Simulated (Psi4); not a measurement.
# B2H4F− (SMILES B[BH2-]F): TPSSh/aug-cc-pVDZ

Aim: the vertical singlet–triplet gap of B2H4F− at TPSSh/aug-cc-pVDZ, from 2 runs. 

Program for the calculation: Psi4 1.11.

6 further runs of the same task are left out: 5 that didn't finish, 1 set aside as unsound or not needed.

### 1 The system as given

B2H4F−: 7 atoms, total charge -1, spin state singlet. SMILES: `B[BH2-]F`. The coordinates come from a GFN2-xTB relaxation.

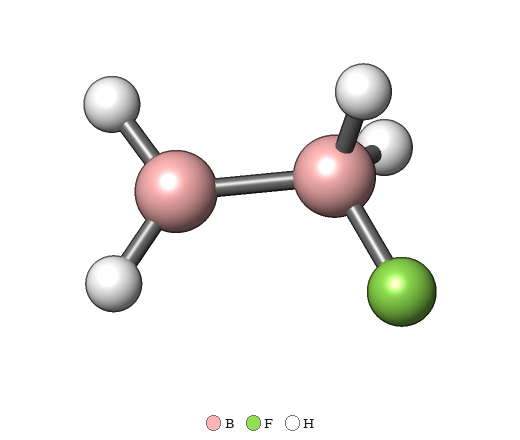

The structure, seen from a chosen angle (boron pink, fluorine green, hydrogen white).

### 2 Energy and gradient at TPSSh/aug-cc-pVDZ

Input file run_ase.py:

```python
import numpy as np
from ase.calculators.psi4 import Psi4
from ase import Atoms

atoms = Atoms(['B', 'B', 'F', 'H', 'H', 'H', 'H'], positions=[
    [-0.557490, -0.547080, -0.606600],
    [0.368860, 0.392230, 0.434760],
    [1.833710, 0.217080, 0.299000],
    [-1.752900, -0.488230, -0.588920],
    [-0.165490, -1.324120, -1.424330],
    [0.111990, 0.150390, 1.619360],
    [0.161310, 1.599740, 0.266740],
])
calc = Psi4(atoms=atoms, method='tpssh', basis='aug-cc-pVDZ', memory='1600MB', num_threads=1, charge=-1, multiplicity=1, label='calc')
calc.psi4.set_options({'puream': True, 'e_convergence': 1e-09, 'd_convergence': 1e-08, 'scf_type': 'pk', 'dft_radial_points': 99, 'dft_spherical_points': 590})
atoms.calc = calc

forces = atoms.get_forces()
print(f'energy: {atoms.get_potential_energy():.6f} eV')
print('forces / eV A^-1')
print(np.round(forces, 5))
```

The run is started by

```sh
$ python run_ase.py
```

calc.dat (excerpt; [...] marks lines left out):

```text
[...]
  Running in c1 symmetry.
[...]
  Nuclear repulsion =   54.246339642168934
[...]
  Multiplicity = 1
[...]
  Nalpha       = 12
  Nbeta        = 12
[...]
    Number of basis functions: 105
[...]
   @RKS iter   1:  -151.70928734822607   -6.22081e-01   6.25125e-03 ADIIS/DIIS
[...]
   @RKS iter  11:  -152.01034042478298   -2.18563e-11   8.64695e-09 DIIS
[...]
    Orbital Energies [Eh]
    ---------------------
    Doubly Occupied:
       1A    -24.339797     2A     -6.485217     3A     -6.452694
       4A     -0.878439     5A     -0.310446     6A     -0.248232
       7A     -0.169534     8A     -0.157273     9A     -0.139418
      10A     -0.120280    11A     -0.052539    12A     -0.025135
[...]
  @RKS Final Energy:  -152.01034042478298
   => Energetics <=
    Nuclear Repulsion Energy =             54.2463396421689339
    One-Electron Energy =                -321.1687701989357606
    Two-Electron Energy =                 133.2744601248813865
    DFT Exchange-Correlation Energy =     -18.3623699928975554
    Empirical Dispersion Energy =           0.0000000000000000
    VV10 Nonlocal Energy =                  0.0000000000000000
    Total Energy =                       -152.0103404247829815
[...]
 Multipole Moments:
 ------------------------------------------------------------------------------------
     Multipole            Electronic (a.u.)      Nuclear  (a.u.)        Total (a.u.)
 ------------------------------------------------------------------------------------
 L = 1.  Multiply by 2.5417464519 to convert [e a0] to [Debye]
 Dipole X            :          4.0692083           -3.7130195            0.3561888
 Dipole Y            :         -0.0944142           -0.1624810           -0.2568951
 Dipole Z            :          0.0491199           -0.3104543           -0.2613344
 Magnitude           :                                                    0.5110394
[...]
  -Total Gradient:
     Atom            X                  Y                   Z
    ------   -----------------  -----------------  -----------------
       1       -0.003538028100    -0.008660593980    -0.009441837001
       2       -0.006877000935     0.001948663304     0.002176940235
       3       -0.012142022851     0.002777906005     0.002449785721
       4        0.014460309074    -0.000944454949    -0.000477339365
       5       -0.006136610458     0.009226326400     0.009675269260
       6        0.007257588628     0.001568636010    -0.005754045589
       7        0.007023184198    -0.005913155627     0.001376195577
[...]
```

The script printed:

```text
energy: -4136.412053 eV
forces / eV A^-1
[[ 0.18193  0.44535  0.48552]
 [ 0.35363 -0.1002  -0.11194]
 [ 0.62437 -0.14285 -0.12597]
 [-0.74358  0.04857  0.02455]
 [ 0.31556 -0.47444 -0.49752]
 [-0.3732  -0.08066  0.29588]
 [-0.36115  0.30407 -0.07077]]
```

Wall time 1.7 min (1 thread of Intel Xeon Platinum 8259CL at 2.50GHz (Skylake/Cascade Lake), shared host); peak memory 0.7 GiB.

### 3 The triplet, same level

Input file job.py:

```python
import psi4

psi4.set_memory('1600 MB')
psi4.set_num_threads(1)
psi4.set_output_file('b2fh4.out', False)

mol = psi4.geometry("""
-1 3
B
B 1 1.680731
F 2 1.481517 1 114.96789
H 1 1.196988 2 120.91753 3 -179.89171
H 1 1.19421 4 111.71081 2 -179.99213
H 2 1.23602 3 105.67463 1 123.67466
H 2 1.236684 6 106.64121 3 -112.04869
symmetry c1
no_reorient
no_com
""")

psi4.set_options({
    'basis': 'aug-cc-pVDZ',
    'reference': 'uks',
    'puream': True,
    'e_convergence': 1e-09,
    'd_convergence': 1e-08,
    'scf_type': 'pk',
    'dft_radial_points': 99,
    'dft_spherical_points': 590,
    'maxiter': 200,
})

result = psi4.gradient("TPSSH")
print('gradient / Eh bohr^-1')
print(result.np.round(6))
for k, v in sorted(psi4.core.scalar_variables().items()):
    print(f'{k:45s} {v:18.10f}')
```

The run is started by

```sh
$ python job.py
```

b2fh4.out (excerpt; [...] marks lines left out):

```text
[...]
  Running in c1 symmetry.
[...]
  Nuclear repulsion =   54.246353331715980
[...]
  Multiplicity = 3
[...]
  Nalpha       = 13
  Nbeta        = 11
[...]
    Number of basis functions: 105
[...]
   @UKS iter   1:  -151.43411510530154   -3.46908e-01   6.76976e-03 DIIS/ADIIS
[...]
   @UKS iter  15:  -151.90957294536000   -8.18545e-12   6.99051e-09 DIIS
[...]
   @S^2 Observed:                2.006804130E+00
[...]
  @UKS Final Energy:  -151.90957294536000
   => Energetics <=
    Nuclear Repulsion Energy =             54.2463533317159801
    One-Electron Energy =                -320.1298023134115169
    Two-Electron Energy =                 132.2807737964491253
    DFT Exchange-Correlation Energy =     -18.3068977601135821
    Empirical Dispersion Energy =           0.0000000000000000
    VV10 Nonlocal Energy =                  0.0000000000000000
    Total Energy =                       -151.9095729453599972
[...]
 Multipole Moments:
 ------------------------------------------------------------------------------------
     Multipole            Electronic (a.u.)      Nuclear  (a.u.)        Total (a.u.)
 ------------------------------------------------------------------------------------
 L = 1.  Multiply by 2.5417464519 to convert [e a0] to [Debye]
 Dipole X            :         -0.0023158            0.0024390            0.0001232
 Dipole Y            :         -3.4340856            2.9124116           -0.5216740
 Dipole Z            :          3.5751410           -2.3296220            1.2455189
 Magnitude           :                                                    1.3503560
[...]
  -Total Gradient:
     Atom            X                  Y                   Z
    ------   -----------------  -----------------  -----------------
       1       -0.000032775470    -0.006032384505     0.070136765604
       2       -0.000257624353     0.016242778003    -0.091274626850
       3        0.000074783099    -0.013229791717     0.015688789304
       4       -0.000020638047    -0.016834820293    -0.010984762309
       5        0.000042863102     0.019568198021    -0.010679171264
       6        0.010379477228     0.000107386572     0.013514023797
       7       -0.010185897835     0.000142269093     0.013630254453
[...]
```

Standard output:

```text
gradient / Eh bohr^-1
[[-3.3000e-05 -6.0320e-03  7.0137e-02]
 [-2.5800e-04  1.6243e-02 -9.1275e-02]
 [ 7.5000e-05 -1.3230e-02  1.5689e-02]
 [-2.1000e-05 -1.6835e-02 -1.0985e-02]
 [ 4.3000e-05  1.9568e-02 -1.0679e-02]
 [ 1.0379e-02  1.0700e-04  1.3514e-02]
 [-1.0186e-02  1.4200e-04  1.3630e-02]]
CURRENT ENERGY                                   -151.9095729454
CURRENT REFERENCE ENERGY                         -151.9095729454
DD SOLVATION ENERGY                                 0.0000000000
DFT FUNCTIONAL TOTAL ENERGY                      -151.9095729454
DFT TOTAL ENERGY                                 -151.9095729454
DFT VV10 ENERGY                                     0.0000000000
DFT XC ENERGY                                     -18.3068977601
GRID ELECTRONS ALPHA                               13.0000210911
GRID ELECTRONS BETA                                10.9999999128
GRID ELECTRONS TOTAL                               24.0000210039
NUCLEAR REPULSION ENERGY                           54.2463533317
ONE-ELECTRON ENERGY                              -320.1298023134
PCM POLARIZATION ENERGY                             0.0000000000
PE ENERGY                                           0.0000000000
SCF ITERATION ENERGY                             -151.9095729454
SCF ITERATIONS                                     15.0000000000
SCF TOTAL ENERGY                                 -151.9095729454
TWO-ELECTRON ENERGY                               132.2807737964
XC GRID RADIAL POINTS                              99.0000000000
XC GRID SPHERICAL POINTS                          590.0000000000
XC GRID TOTAL POINTS                           394133.0000000000
```

Run time: 3.1 min. Hardware: 1 thread of Intel Xeon Platinum 8259CL at 2.50GHz (Skylake/Cascade Lake), shared host; peak memory 0.69 GiB.

### 4 What came out

Level: TPSSh/aug-cc-pVDZ.

| quantity | value |
| --- | --- |
| singlet: total energy | -152.01034 Eh |
| singlet: HOMO energy | -0.68 eV |
| singlet: LUMO energy | 3.14 eV |
| singlet: HOMO–LUMO gap (to an unbound level, set by the basis) | 3.83 eV |
| singlet: largest force on an atom | 0.756 eV/Å |
| triplet: total energy | -151.90957 Eh |
| triplet: HOMO energy (highest over α and β) | 1.65 eV |
| triplet: ⟨S²⟩ | 2.007 |
| triplet: largest force on an atom | 4.767 eV/Å |
| vertical energy of the triplet above the singlet | 2.742 eV |

In words: At this shape the triplet lies 2.74 eV (265 kJ/mol) above the singlet. The largest force (singlet) is 0.76 eV/Å: the shape isn't a stationary point for this species at this level. The HOMO (triplet) lies at positive energy, 1.65 eV; only total energies tell whether the electron is bound.
